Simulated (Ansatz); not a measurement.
```yaml
atoms:
  - { symbol: Ga, position_ang: [1.0888, 0.8762, -0.9366] }
  - { symbol: O, position_ang: [-1.5131, 1.4900, -3.0891] }
  - { symbol: Si, position_ang: [-2.6557, 0.2887, -3.1162] }
  - { symbol: Si, position_ang: [0.1150, 1.8380, -2.9449] }
  - { symbol: H, position_ang: [-3.9630, 0.8602, -2.6949] }
  - { symbol: H, position_ang: [-2.2707, -0.8117, -2.1819] }
  - { symbol: H, position_ang: [-2.7815, -0.2745, -4.4918] }
  - { symbol: H, position_ang: [0.8409, 1.3527, -4.1633] }
  - { symbol: H, position_ang: [0.2519, 3.3259, -2.9215] }
  - { symbol: H, position_ang: [0.2321, 0.0494, 0.1008] }
  - { symbol: H, position_ang: [2.6243, 1.0809, -0.6207] }
```

Geometry: B3LYP-D3(BJ)/def2-SVP.

Method: isolated molecule in a Gaussian basis; Kohn-Sham density functional theory, functional PBE0 in Ansatz 0.2.0.

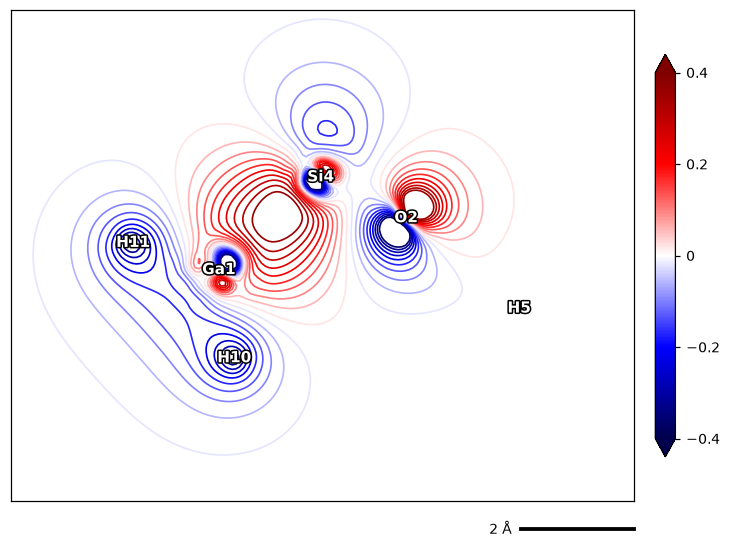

GaH₇OSi₂ (SMILES [SiH3]O[SiH2][GaH2]). The HOMO on the plane of atoms Si4, Ga1 and H11 (values in Å⁻³ᐟ²; the overall sign is arbitrary).

Q: What is the character of this orbital?

A: By Hirshfeld shares it lies mainly on Si4 (about 30 %), Ga1 (about 30 %), O2 (about 10 %), H11 (about 5 %) and H10 (about 5 %). Its energy is −7.32 eV.
